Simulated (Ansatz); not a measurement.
**BGeH₄ (doublet): wB97M-V, B2PLYP, RPA-PBE over vertical spin and charge gaps and displaced geometries, cc-pVDZ, part 1 of 2**

How well do these functionals follow the top wave-function level for BGeH₄ (doublet) over vertical spin and charge gaps and displaced geometries?

Method: cc-pVDZ, all electrons in the functionals, frozen cores in the correlation of double hybrids and RPA; program: Ansatz 0.2.0, Gaussian basis.

Plan: wB97M-V, B2PLYP, RPA-PBE, at charge 0, doublet; charge 0, quartet; charge 1, singlet; charge 1, triplet; displaced geometry v1; displaced geometry v2.

12 further runs of the same task are left out: 2 for a mislabelled method, 5 that didn't finish, 5 set aside as unsound or not needed.

### 1 The geometry

The geometry is a PBE0/def2-TZVP stationary point (not a proven minimum). No spin-orbit coupling is included. The filled d shell of Ge may be among the frozen orbitals whatever the setting's name suggests; the logs give the count.

6 atoms, charge 0, spin multiplicity 2.

Atoms are counted from 1 here; the program's logs count them from 0.

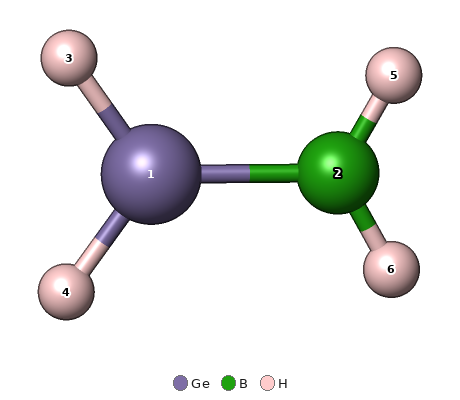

The geometry (germanium purple, boron green, hydrogen pink); atoms are numbered from 1 in the order of the file.

Coordinates:

```xyz
6
BGeH4
Ge    0.0000    0.0000    0.2823
B     0.0000    0.0000   -1.6912
H     0.0000    1.2553    1.1670
H     0.0000   -1.2553    1.1670
H     0.0000    1.0424   -2.2706
H     0.0000   -1.0424   -2.2706
```

No dispersion term is added; wB97M-V holds VV10 nonlocal correlation.

The geometry shown and the zero of energy belong to the point charge 0, doublet. The yardstick, UCCSDT(Q), and other wave-function levels (R restricted, U unrestricted, valence and pair active spaces) come from earlier runs.

### 2 wB97M-V, charge 0, doublet

Input file in.yaml:

```yaml
crystal:
  periodic: [false, false, false]
  atoms:
    - {symbol: Ge, position_ang: [0.000000, 0.000000, 0.282333]}
    - {symbol: B, position_ang: [0.000000, 0.000000, -1.691224]}
    - {symbol: H, position_ang: [0.000000, 1.255258, 1.166980]}
    - {symbol: H, position_ang: [0.000000, -1.255258, 1.166980]}
    - {symbol: H, position_ang: [0.000000, 1.042369, -2.270633]}
    - {symbol: H, position_ang: [0.000000, -1.042369, -2.270633]}
basis:
  gaussian: {orbitals: cc-pVDZ}
magnetization: {spin_polarized: true, initial_magnetization: 1}
hamiltonian: {xc: {name: wB97M-V}}
output: {forces: true, orbitals: {seedname: orbitals}}
```

Command:

```sh
> ansatz run in.yaml --threads 1 --pin off --events-out ev --progress --plain --max-ram 2393MiB
```

The program printed, shortened:

```text
Functional definition: wB97M-V
  name "wB97M-V"
  cite "Mardirossian & Head-Gordon, J. Chem. Phys. 144, 214110 (2016) doi:10.1063/1.4952647"
  cite "Becke, J. Chem. Phys. 107, 8554 (1997) doi:10.1063/1.475007"
  cite "Vydrov & Van Voorhis, J. Chem. Phys. 133, 244103 (2010) doi:10.1063/1.3521275"
  # Of w^i u^j: cxij and so on, Table III.
[...]
  gx(w, u) = 1 - cx + cx01*u + cx10*w
  gss(w, u) = css00 + css04*u^4 + css10*w + css20*w^2 + css43*w^4*u^3
  gos(w, u) = cos00 + cos10*w + (cos20 + cos21*u)*w^2 + (cos60 + cos61*u)*w^6
[...]
      + integral(e_c_pw_mod_opposite_spin*gos(b97_w_opposite, b97_u_opposite)) + vv10(b, c)
630 factors; integrals over basis functions are off by at most 1.1e-3 eV
208 factors; integrals over basis functions are off by at most 7.2e-6 eV
[...]
mean field -57252.82832893 eV, -2104.0026337274 hartree, gradient 3.4e-5 eV, S^2 0.751859; 0 other end points of the search recorded, 0 dependent functions left out
[...]
reference -57252.82836620 eV, -2104.0026350970 hartree; 21, 20 occupied and 40, 41 virtual orbitals, 630 factors
Total energy: -57252.82836620 eV, -2104.0026350970 hartree
Atom 0 at     0.000000     0.000000     0.282333 Å, force    -0.000000    -0.000000     0.071099 eV/Å
Atom 1 at     0.000000     0.000000    -1.691224 Å, force    -0.000000     0.000000     0.176030 eV/Å
Atom 2 at     0.000000     1.255258     1.166980 Å, force     0.000000    -0.018893    -0.035246 eV/Å
Atom 3 at     0.000000    -1.255258     1.166980 Å, force    -0.000000     0.018893    -0.035246 eV/Å
Atom 4 at     0.000000     1.042369    -2.270633 Å, force     0.000000     0.152498    -0.088319 eV/Å
Atom 5 at     0.000000    -1.042369    -2.270633 Å, force     0.000000    -0.152498    -0.088319 eV/Å
Dipole moment:     0.000000    -0.000000     0.165535 e Å
```

It took 7.5 s on 1 thread of AMD EPYC 7R43, shared host; peak memory 0.26 GiB.

From the report: ⟨S²⟩ of the determinant 0.752 (pure doublet: 0.75).

### 3 wB97M-V, charge 0, quartet

Changes to in.yaml since step 2:

```diff
@@ -11,4 +11,4 @@
   gaussian: {orbitals: cc-pVDZ}
-magnetization: {spin_polarized: true, initial_magnetization: 1}
+magnetization: {spin_polarized: true, initial_magnetization: 3}
 hamiltonian: {xc: {name: wB97M-V}}
-output: {forces: true, orbitals: {seedname: orbitals}}
+output: {orbitals: {seedname: orbitals}}
```

Same command.

The program printed, shortened:

```text
Functional definition: wB97M-V
  name "wB97M-V"
  cite "Mardirossian & Head-Gordon, J. Chem. Phys. 144, 214110 (2016) doi:10.1063/1.4952647"
  cite "Becke, J. Chem. Phys. 107, 8554 (1997) doi:10.1063/1.475007"
  cite "Vydrov & Van Voorhis, J. Chem. Phys. 133, 244103 (2010) doi:10.1063/1.3521275"
  # Of w^i u^j: cxij and so on, Table III.
[...]
  gx(w, u) = 1 - cx + cx01*u + cx10*w
  gss(w, u) = css00 + css04*u^4 + css10*w + css20*w^2 + css43*w^4*u^3
  gos(w, u) = cos00 + cos10*w + (cos20 + cos21*u)*w^2 + (cos60 + cos61*u)*w^6
[...]
      + integral(e_c_pw_mod_opposite_spin*gos(b97_w_opposite, b97_u_opposite)) + vv10(b, c)
630 factors; integrals over basis functions are off by at most 1.1e-3 eV
208 factors; integrals over basis functions are off by at most 7.2e-6 eV
[...]
mean field -57247.49498500 eV, -2103.8066369530 hartree, gradient 2.0e-5 eV, S^2 3.753064; 1 other end points of the search recorded, 0 dependent functions left out
reference -57247.49502153 eV, -2103.8066382956 hartree; 22, 19 occupied and 39, 42 virtual orbitals, 630 factors
Total energy: -57247.49502153 eV, -2103.8066382956 hartree
```

Wall time 7.5 s (1 thread of AMD EPYC 7R43, shared host); peak memory 0.26 GiB.

From the report: ⟨S²⟩ of the determinant 3.753 (pure quartet: 3.75).

From charge 0, doublet: +5.333 eV.

### 4 wB97M-V, charge 1, singlet

Changes to in.yaml since step 3:

```diff
@@ -11,4 +11,4 @@
   gaussian: {orbitals: cc-pVDZ}
-magnetization: {spin_polarized: true, initial_magnetization: 3}
+total_charge: 1
 hamiltonian: {xc: {name: wB97M-V}}
-output: {orbitals: {seedname: orbitals}}
+output: {forces: true, orbitals: {seedname: orbitals}}
```

The command is unchanged.

The program printed, shortened:

```text
Functional definition: wB97M-V
  name "wB97M-V"
  cite "Mardirossian & Head-Gordon, J. Chem. Phys. 144, 214110 (2016) doi:10.1063/1.4952647"
  cite "Becke, J. Chem. Phys. 107, 8554 (1997) doi:10.1063/1.475007"
  cite "Vydrov & Van Voorhis, J. Chem. Phys. 133, 244103 (2010) doi:10.1063/1.3521275"
  # Of w^i u^j: cxij and so on, Table III.
[...]
  gx(w, u) = 1 - cx + cx01*u + cx10*w
  gss(w, u) = css00 + css04*u^4 + css10*w + css20*w^2 + css43*w^4*u^3
  gos(w, u) = cos00 + cos10*w + (cos20 + cos21*u)*w^2 + (cos60 + cos61*u)*w^6
[...]
      + integral(e_c_pw_mod_opposite_spin*gos(b97_w_opposite, b97_u_opposite)) + vv10(b, c)
630 factors; integrals over basis functions are off by at most 1.1e-3 eV
208 factors; integrals over basis functions are off by at most 7.2e-6 eV
[...]
mean field -57244.57806156 eV, -2103.6994419936 hartree, gradient 1.2e-5 eV, S^2 0.000000; 0 other end points of the search recorded, 0 dependent functions left out
[...]
reference -57244.57810029 eV, -2103.6994434170 hartree; 20, 20 occupied and 41, 41 virtual orbitals, 630 factors
Total energy: -57244.57810029 eV, -2103.6994434170 hartree
Atom 0 at     0.000000     0.000000     0.282333 Å, force    -0.000000    -0.000000     2.521098 eV/Å
Atom 1 at     0.000000     0.000000    -1.691224 Å, force    -0.000000     0.000000    -2.384657 eV/Å
Atom 2 at     0.000000     1.255258     1.166980 Å, force     0.000000    -0.034178    -0.174214 eV/Å
Atom 3 at     0.000000    -1.255258     1.166980 Å, force     0.000000     0.034178    -0.174214 eV/Å
Atom 4 at     0.000000     1.042369    -2.270633 Å, force     0.000000     0.005589     0.105993 eV/Å
Atom 5 at     0.000000    -1.042369    -2.270633 Å, force     0.000000    -0.005589     0.105993 eV/Å
Dipole moment:     0.000000     0.000000    -0.079415 e Å
```

It took 4.5 s on 1 thread of AMD EPYC 7R43, shared host.

From charge 0, doublet: +8.250 eV.

### 5 wB97M-V, charge 1, triplet

Changes to in.yaml since step 4:

```diff
@@ -12,2 +12,3 @@
 total_charge: 1
+magnetization: {spin_polarized: true, initial_magnetization: 2}
 hamiltonian: {xc: {name: wB97M-V}}
```

Launched as before.

The program printed, shortened:

```text
Functional definition: wB97M-V
  name "wB97M-V"
  cite "Mardirossian & Head-Gordon, J. Chem. Phys. 144, 214110 (2016) doi:10.1063/1.4952647"
  cite "Becke, J. Chem. Phys. 107, 8554 (1997) doi:10.1063/1.475007"
  cite "Vydrov & Van Voorhis, J. Chem. Phys. 133, 244103 (2010) doi:10.1063/1.3521275"
  # Of w^i u^j: cxij and so on, Table III.
[...]
  gx(w, u) = 1 - cx + cx01*u + cx10*w
  gss(w, u) = css00 + css04*u^4 + css10*w + css20*w^2 + css43*w^4*u^3
  gos(w, u) = cos00 + cos10*w + (cos20 + cos21*u)*w^2 + (cos60 + cos61*u)*w^6
[...]
      + integral(e_c_pw_mod_opposite_spin*gos(b97_w_opposite, b97_u_opposite)) + vv10(b, c)
630 factors; integrals over basis functions are off by at most 1.1e-3 eV
208 factors; integrals over basis functions are off by at most 7.2e-6 eV
[...]
mean field -57241.82558271 eV, -2103.5982902616 hartree, gradient 1.1e-5 eV, S^2 2.001721; 3 other end points of the search recorded, 0 dependent functions left out
[...]
reference -57241.82561999 eV, -2103.5982916316 hartree; 21, 19 occupied and 40, 42 virtual orbitals, 630 factors
Total energy: -57241.82561999 eV, -2103.5982916316 hartree
Atom 0 at     0.000000     0.000000     0.282333 Å, force     0.000000    -0.000000     2.623524 eV/Å
Atom 1 at     0.000000     0.000000    -1.691224 Å, force    -0.000000     0.000000    -3.118450 eV/Å
Atom 2 at     0.000000     1.255258     1.166980 Å, force     0.000000     0.493472    -0.682058 eV/Å
Atom 3 at     0.000000    -1.255258     1.166980 Å, force    -0.000000    -0.493472    -0.682058 eV/Å
Atom 4 at     0.000000     1.042369    -2.270633 Å, force     0.000000     0.963494     0.929521 eV/Å
Atom 5 at     0.000000    -1.042369    -2.270633 Å, force     0.000000    -0.963494     0.929521 eV/Å
Dipole moment:     0.000000     0.000000    -0.248810 e Å
```

It took 24 s on 1 thread of AMD EPYC 7R43, shared host; peak memory 0.26 GiB.

From the report: ⟨S²⟩ of the determinant 2.002 (pure triplet: 2.00).

From charge 0, doublet: +11.003 eV.

### 6 wB97M-V, displaced geometry v1

Input file in.yaml:

```yaml
crystal:
  periodic: [false, false, false]
  atoms:
    - {symbol: Ge, position_ang: [0.001726, 0.001954, 0.285917]}
    - {symbol: B, position_ang: [0.000893, -0.014189, -1.698793]}
    - {symbol: H, position_ang: [0.048857, 1.300379, 1.116798]}
    - {symbol: H, position_ang: [-0.053920, -1.272951, 1.146600]}
    - {symbol: H, position_ang: [-0.096304, 1.040855, -2.342502]}
    - {symbol: H, position_ang: [-0.032594, -1.056901, -2.305318]}
basis:
  gaussian: {orbitals: cc-pVDZ}
magnetization: {spin_polarized: true, initial_magnetization: 1}
hamiltonian: {xc: {name: wB97M-V}}
output: {forces: true, orbitals: {seedname: orbitals}}
```

The command is unchanged.

The program printed, shortened:

```text
Functional definition: wB97M-V
  name "wB97M-V"
  cite "Mardirossian & Head-Gordon, J. Chem. Phys. 144, 214110 (2016) doi:10.1063/1.4952647"
  cite "Becke, J. Chem. Phys. 107, 8554 (1997) doi:10.1063/1.475007"
  cite "Vydrov & Van Voorhis, J. Chem. Phys. 133, 244103 (2010) doi:10.1063/1.3521275"
  # Of w^i u^j: cxij and so on, Table III.
[...]
  gx(w, u) = 1 - cx + cx01*u + cx10*w
  gss(w, u) = css00 + css04*u^4 + css10*w + css20*w^2 + css43*w^4*u^3
  gos(w, u) = cos00 + cos10*w + (cos20 + cos21*u)*w^2 + (cos60 + cos61*u)*w^6
[...]
      + integral(e_c_pw_mod_opposite_spin*gos(b97_w_opposite, b97_u_opposite)) + vv10(b, c)
630 factors; integrals over basis functions are off by at most 1.1e-3 eV
208 factors; integrals over basis functions are off by at most 7.7e-6 eV
[...]
mean field -57252.79045256 eV, -2104.0012417964 hartree, gradient 1.8e-5 eV, S^2 0.751932; 0 other end points of the search recorded, 0 dependent functions left out
[...]
reference -57252.79048986 eV, -2104.0012431672 hartree; 21, 20 occupied and 40, 41 virtual orbitals, 630 factors
Total energy: -57252.79048986 eV, -2104.0012431672 hartree
Atom 0 at     0.001726     0.001954     0.285917 Å, force     0.030870     0.074906    -0.216448 eV/Å
Atom 1 at     0.000893    -0.014189    -1.698793 Å, force    -0.370160     0.551777    -0.519868 eV/Å
Atom 2 at     0.048857     1.300379     1.116798 Å, force    -0.014449    -0.214355    -0.001096 eV/Å
Atom 3 at    -0.053920    -1.272951     1.146600 Å, force     0.040884     0.166288     0.007992 eV/Å
Atom 4 at    -0.096304     1.040855    -2.342502 Å, force     0.208292    -0.639295     0.557058 eV/Å
Atom 5 at    -0.032594    -1.056901    -2.305318 Å, force     0.104563     0.060679     0.172362 eV/Å
Dipole moment:     0.011345    -0.007185     0.196126 e Å
```

It took 8 s on 1 thread of AMD EPYC 7R43, shared host; peak memory 0.26 GiB.

From the report: ⟨S²⟩ of the determinant 0.752 (pure doublet: 0.75).

From charge 0, doublet: +0.038 eV.

### 7 wB97M-V, displaced geometry v2

Input file in.yaml:

```yaml
crystal:
  periodic: [false, false, false]
  atoms:
    - {symbol: Ge, position_ang: [0.022406, 0.002191, 0.282265]}
    - {symbol: B, position_ang: [-0.142468, 0.010565, -1.679698]}
    - {symbol: H, position_ang: [-0.065848, 1.233399, 1.170326]}
    - {symbol: H, position_ang: [0.017261, -1.332386, 1.188540]}
    - {symbol: H, position_ang: [-0.085798, 0.946108, -2.351956]}
    - {symbol: H, position_ang: [0.047732, -1.118367, -2.332990]}
basis:
  gaussian: {orbitals: cc-pVDZ}
magnetization: {spin_polarized: true, initial_magnetization: 1}
hamiltonian: {xc: {name: wB97M-V}}
output: {forces: true, orbitals: {seedname: orbitals}}
```

The command is unchanged.

The program printed, shortened:

```text
Functional definition: wB97M-V
  name "wB97M-V"
  cite "Mardirossian & Head-Gordon, J. Chem. Phys. 144, 214110 (2016) doi:10.1063/1.4952647"
  cite "Becke, J. Chem. Phys. 107, 8554 (1997) doi:10.1063/1.475007"
  cite "Vydrov & Van Voorhis, J. Chem. Phys. 133, 244103 (2010) doi:10.1063/1.3521275"
  # Of w^i u^j: cxij and so on, Table III.
[...]
  gx(w, u) = 1 - cx + cx01*u + cx10*w
  gss(w, u) = css00 + css04*u^4 + css10*w + css20*w^2 + css43*w^4*u^3
  gos(w, u) = cos00 + cos10*w + (cos20 + cos21*u)*w^2 + (cos60 + cos61*u)*w^6
[...]
      + integral(e_c_pw_mod_opposite_spin*gos(b97_w_opposite, b97_u_opposite)) + vv10(b, c)
630 factors; integrals over basis functions are off by at most 1.2e-3 eV
208 factors; integrals over basis functions are off by at most 9.1e-6 eV
[...]
mean field -57252.54017846 eV, -2103.9920443929 hartree, gradient 6.5e-5 eV, S^2 0.752030; 0 other end points of the search recorded, 0 dependent functions left out
[...]
reference -57252.54021587 eV, -2103.9920457677 hartree; 21, 20 occupied and 40, 41 virtual orbitals, 630 factors
Total energy: -57252.54021587 eV, -2103.9920457677 hartree
Atom 0 at     0.022406     0.002191     0.282265 Å, force    -0.194452    -1.065249     0.535897 eV/Å
Atom 1 at    -0.142468     0.010565    -1.679698 Å, force     0.967527    -2.925375    -0.742704 eV/Å
Atom 2 at    -0.065848     1.233399     1.170326 Å, force    -0.003121     0.176934     0.158464 eV/Å
Atom 3 at     0.017261    -1.332386     1.188540 Å, force     0.021278     0.976177    -0.694817 eV/Å
Atom 4 at    -0.085798     0.946108    -2.351956 Å, force    -0.239906     1.245731    -0.458505 eV/Å
Atom 5 at     0.047732    -1.118367    -2.332990 Å, force    -0.551326     1.591782     1.201665 eV/Å
Dipole moment:    -0.007260     0.057553     0.194739 e Å
```

Wall time 8 s (1 thread of AMD EPYC 7R43, shared host); peak memory 0.26 GiB.

From the report: ⟨S²⟩ of the determinant 0.752 (pure doublet: 0.75).

From charge 0, doublet: +0.288 eV.

### 8 B2PLYP, charge 0, doublet

Input file in.yaml:

```yaml
crystal:
  periodic: [false, false, false]
  atoms:
    - {symbol: Ge, position_ang: [0.000000, 0.000000, 0.282333]}
    - {symbol: B, position_ang: [0.000000, 0.000000, -1.691224]}
    - {symbol: H, position_ang: [0.000000, 1.255258, 1.166980]}
    - {symbol: H, position_ang: [0.000000, -1.255258, 1.166980]}
    - {symbol: H, position_ang: [0.000000, 1.042369, -2.270633]}
    - {symbol: H, position_ang: [0.000000, -1.042369, -2.270633]}
basis:
  gaussian: {orbitals: cc-pVDZ}
magnetization: {spin_polarized: true, initial_magnetization: 1}
hamiltonian: {xc: {name: B2PLYP}}
correlation: {electrons: outside_noble_gas}
```

Same command.

The program printed, shortened:

```text
Functional definition: B2PLYP
  name "B2PLYP"
  cite "Grimme, J. Chem. Phys. 124, 034108 (2006) doi:10.1063/1.2148954"
  cite "Becke, Phys. Rev. A 38, 3098 (1988) doi:10.1103/PhysRevA.38.3098"
  cite "Lee, Yang & Parr, Phys. Rev. B 37, 785 (1988) doi:10.1103/PhysRevB.37.785"
[...]
630 factors; integrals over basis functions are off by at most 1.1e-3 eV
[...]
mean field -57242.79146656 eV, -2103.6337858384 hartree, gradient 3.0e-6 eV, S^2 0.753762; 0 other end points of the search recorded, 0 dependent functions left out
15 core orbitals not correlated: weight in the atoms' cores, before any rotation towards them, 0.999 or more for the frozen orbitals, at most 0.001 for the correlated occupied ones
reference -57242.79160831 eV, -2103.6337910478 hartree; 6, 5 occupied and 40, 41 virtual orbitals, 630 factors
second order -5.79331528 eV of doubles, -0.00000000 eV of singles
Total energy: -57244.35580344 eV, -2103.6912741584 hartree
```

Wall time 2.2 s (1 thread of AMD EPYC 7R43, shared host).

From the report: ⟨S²⟩ of the determinant 0.754 (pure doublet: 0.75).

### 9 B2PLYP, charge 0, quartet

Changes to in.yaml since step 8:

```diff
@@ -11,3 +11,3 @@
   gaussian: {orbitals: cc-pVDZ}
-magnetization: {spin_polarized: true, initial_magnetization: 1}
+magnetization: {spin_polarized: true, initial_magnetization: 3}
 hamiltonian: {xc: {name: B2PLYP}}
```

Same command.

The program printed, shortened:

```text
Functional definition: B2PLYP
  name "B2PLYP"
  cite "Grimme, J. Chem. Phys. 124, 034108 (2006) doi:10.1063/1.2148954"
  cite "Becke, Phys. Rev. A 38, 3098 (1988) doi:10.1103/PhysRevA.38.3098"
  cite "Lee, Yang & Parr, Phys. Rev. B 37, 785 (1988) doi:10.1103/PhysRevB.37.785"
[...]
630 factors; integrals over basis functions are off by at most 1.1e-3 eV
[...]
mean field -57237.51468083 eV, -2103.4398675396 hartree, gradient 8.2e-7 eV, S^2 3.756936; 2 other end points of the search recorded, 0 dependent functions left out
15 core orbitals not correlated: weight in the atoms' cores, before any rotation towards them, 0.999 or more for the frozen orbitals, at most 0.000 for the correlated occupied ones
reference -57237.51482900 eV, -2103.4398729846 hartree; 7, 4 occupied and 39, 42 virtual orbitals, 630 factors
second order -5.55092446 eV of doubles, -0.00000000 eV of singles
Total energy: -57239.01357860 eV, -2103.4949510166 hartree
```

Wall time 2.8 s (1 thread of AMD EPYC 7R43, shared host).

From the report: ⟨S²⟩ of the determinant 3.757 (pure quartet: 3.75).

From charge 0, doublet: +5.342 eV.

### 10 B2PLYP, charge 1, singlet

Changes to in.yaml since step 9:

```diff
@@ -11,3 +11,3 @@
   gaussian: {orbitals: cc-pVDZ}
-magnetization: {spin_polarized: true, initial_magnetization: 3}
+total_charge: 1
 hamiltonian: {xc: {name: B2PLYP}}
```

The command is unchanged.

The program printed, shortened:

```text
Functional definition: B2PLYP
  name "B2PLYP"
  cite "Grimme, J. Chem. Phys. 124, 034108 (2006) doi:10.1063/1.2148954"
  cite "Becke, Phys. Rev. A 38, 3098 (1988) doi:10.1103/PhysRevA.38.3098"
  cite "Lee, Yang & Parr, Phys. Rev. B 37, 785 (1988) doi:10.1103/PhysRevB.37.785"
[...]
630 factors; integrals over basis functions are off by at most 1.1e-3 eV
[...]
mean field -57234.74196528 eV, -2103.3379721224 hartree, gradient 4.9e-6 eV, S^2 0.000000; 0 other end points of the search recorded, 0 dependent functions left out
15 core orbitals not correlated: weight in the atoms' cores, before any rotation towards them, 0.999 or more for the frozen orbitals, at most 0.000 for the correlated occupied ones
reference -57234.74210323 eV, -2103.3379771921 hartree; 5, 5 occupied and 41, 41 virtual orbitals, 630 factors
second order -5.08625838 eV of doubles, -0.00000000 eV of singles
Total energy: -57236.11539299 eV, -2103.3884446600 hartree
```

Wall time 1.5 s (1 thread of AMD EPYC 7R43, shared host).

From charge 0, doublet: +8.240 eV.

### 11 B2PLYP, charge 1, triplet

Changes to in.yaml since step 10:

```diff
@@ -12,2 +12,3 @@
 total_charge: 1
+magnetization: {spin_polarized: true, initial_magnetization: 2}
 hamiltonian: {xc: {name: B2PLYP}}
```

Launched as before.

The program printed, shortened:

```text
Functional definition: B2PLYP
  name "B2PLYP"
  cite "Grimme, J. Chem. Phys. 124, 034108 (2006) doi:10.1063/1.2148954"
  cite "Becke, Phys. Rev. A 38, 3098 (1988) doi:10.1103/PhysRevA.38.3098"
  cite "Lee, Yang & Parr, Phys. Rev. B 37, 785 (1988) doi:10.1103/PhysRevB.37.785"
[...]
630 factors; integrals over basis functions are off by at most 1.1e-3 eV
[...]
mean field -57232.02792820 eV, -2103.2382330994 hartree, gradient 2.2e-6 eV, S^2 2.003804; 6 other end points of the search recorded, 0 dependent functions left out
15 core orbitals not correlated: weight in the atoms' cores, before any rotation towards them, 0.999 or more for the frozen orbitals, at most 0.001 for the correlated occupied ones
reference -57232.02805419 eV, -2103.2382377295 hartree; 6, 4 occupied and 40, 42 virtual orbitals, 630 factors
second order -5.18329628 eV of doubles, -0.00000000 eV of singles
Total energy: -57233.42754419 eV, -2103.2896680383 hartree
```

Run time: 8.5 s. Hardware: 1 thread of AMD EPYC 7R43, shared host.

From the report: ⟨S²⟩ of the determinant 2.004 (pure triplet: 2.00).

From charge 0, doublet: +10.928 eV.

(Continued in part 2 of 2.)
